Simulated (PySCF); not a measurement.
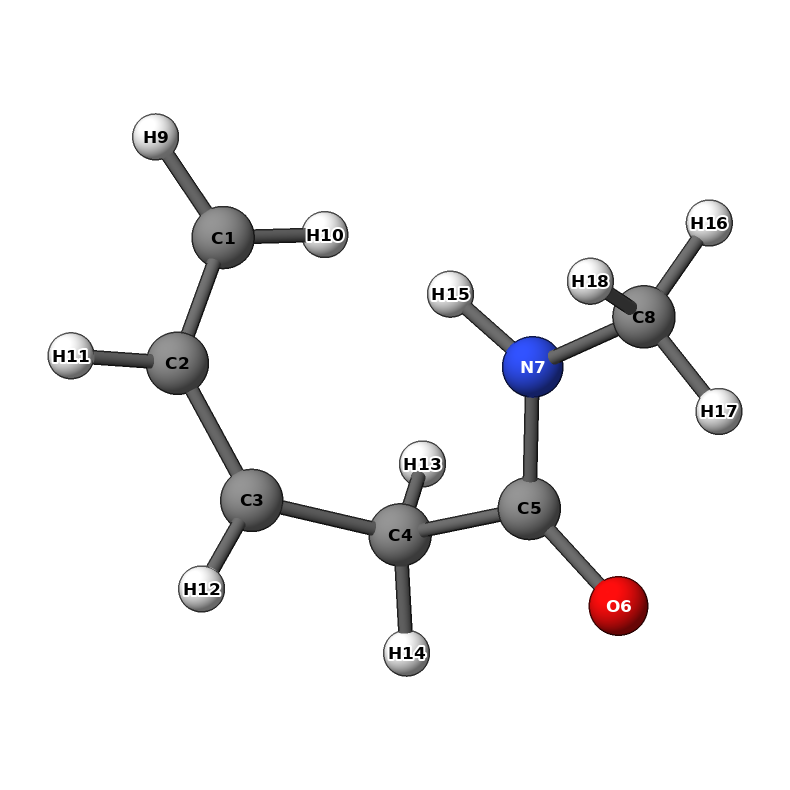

The questions are on Mulliken spin populations. Charge 0, doublet. The computed structure is the end point of a GFN2-xTB optimisation. No frequency run is at hand to confirm it as a minimum. Level of theory: UKS B3LYP, pcH-1 on C H N O, non-relativistic (PySCF 2.14.0).

Question: Which atom carries the largest spin population?

Answer: C3 (0.67 e).

Question: Which atom has the lowest spin population?

Answer: C2 (−0.25 e); a negative value comes from spin polarisation.

Give the Mulliken spin populations atom by atom.

```tsv
atom	value (e)
C1	0.64
C2	−0.25
C3	0.67
C4	−0.05
C5	0.03
O6	0.01
N7	0.01
C8	0.00
H9	−0.03
H10	−0.03
H11	0.01
H12	−0.03
H13	0.01
H14	0.01
H15	0.00
H16	0.00
H17	0.00
H18	0.00
```

Mulliken values depend strongly on the basis set.
